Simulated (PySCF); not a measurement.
# C₇H₁₄GeO: what the fields show

Input file:

```
{"job": {"kind": "uv", "xc": "B3LYP", "basis": "def2-SVPD", "ip": true}, "charge": 0, "multiplicity": 1}
Ge    -3.288447     1.261795     0.296342
O     -1.890596     0.737767    -0.679783
C     -0.570302     1.037074    -0.293257
C      0.339415     0.836530    -1.493005
C      1.747352     1.334836    -1.190552
C      2.309339     0.777226     0.098842
C      2.292931    -0.692614     0.382522
C      1.373998     0.220440     1.146541
C     -0.123955     0.173581     0.885216
H     -4.486067     1.161241    -0.656397
H     -3.480536     0.340955     1.518569
H     -3.035701     2.712465     0.760679
H     -0.492045     2.105307     0.007043
H      0.336568    -0.233645    -1.763170
H     -0.086809     1.374639    -2.353080
H      1.719341     2.435723    -1.108926
H      2.425056     1.106203    -2.030381
H      3.180553     1.321267     0.478193
H      3.147755    -1.131659     0.903308
H      1.833072    -1.355428    -0.357398
H      1.656435     0.410479     2.186233
H     -0.666019     0.486326     1.792839
H     -0.450338    -0.858676     0.671156
```

Command:

```sh
OMP_NUM_THREADS=1 python probes_run.py task.json out
```

Geometry: PBE0-D3(BJ)/def2-SVP.

Theory: B3LYP/def2-SVPD, SCF density, gas phase (PySCF).

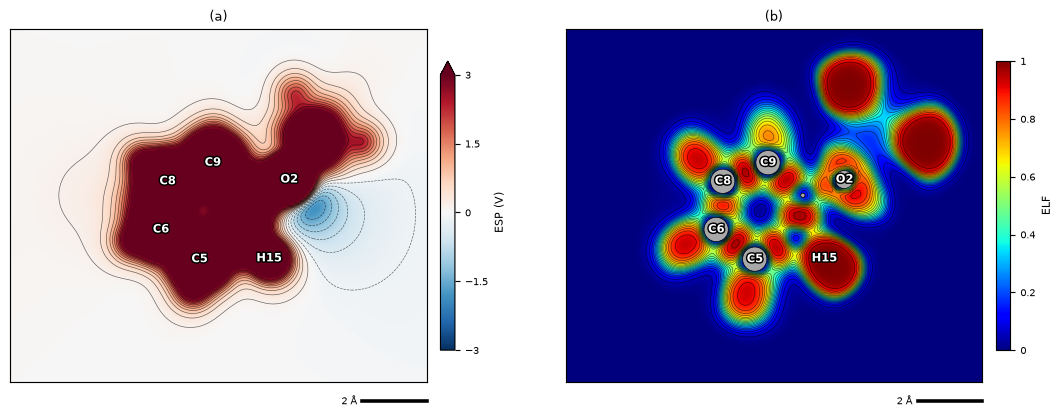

Figure 1. (a) molecular electrostatic potential; (b) ELF on the plane of atoms C6, C8 and C9. Grey discs cover the atomic cores in the ELF map.

Q: What do the fields say about this system?

A: The plane passes through O, C and H nuclei.
C–C (1.51 Å): the ELF peaks at about 0.95 between the atoms; localised, covalent bonding.
The ELF also peaks beside O2, away from the bonds: lone-pair regions.
Outside the dense part of the molecule the potential is most negative (−1.8 V) near O2.

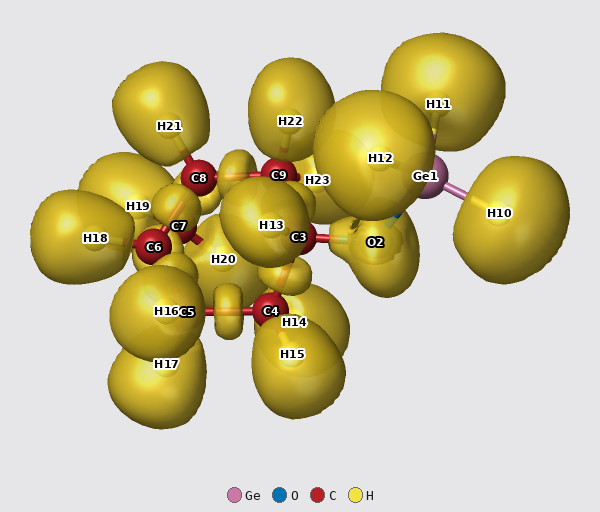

Figure 2. Isosurface of the electron localisation function at 0.75 (yellow), seen at a tilt. Core shells and regions of very low density are left out.

Q: What do the ELF domains correspond to?

A: The surface consists of eight regions between bonded C–C atoms (shared pairs), 14 regions around hydrogen nuclei and one region on O in which the atom's valence shell and bonds are merged. Along the contacts the grid gives the following. C–O (1.41 Å): the ELF peaks at about 0.90 between the atoms, as expected for a polar covalent bond. C–C (1.50 Å): the ELF peaks at about 0.90 between the atoms (a shared electron pair).

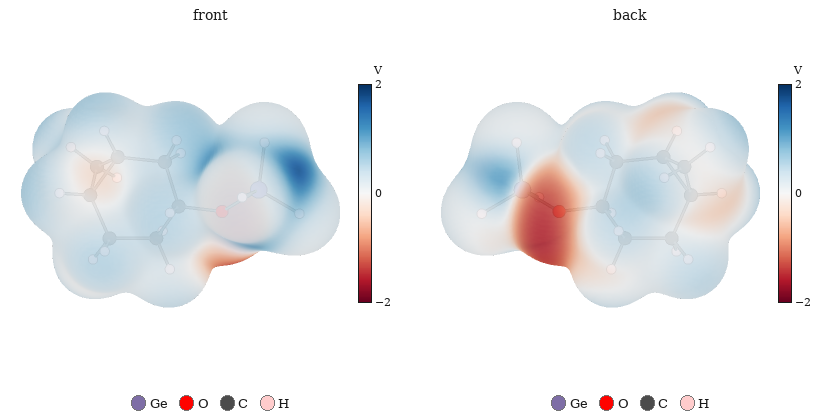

Figure 3. The electrostatic potential painted on the density surface at 0.002 e/bohr³, seen from the front and from behind; the colour scale runs from red (negative) to blue (positive).

Q: Describe the electrostatic potential map.

A: The most negative region (about −1.5 V) lies over O2, the most positive (about +1.4 V) over Ge1. O2 is the likeliest acceptor of a hydrogen bond.
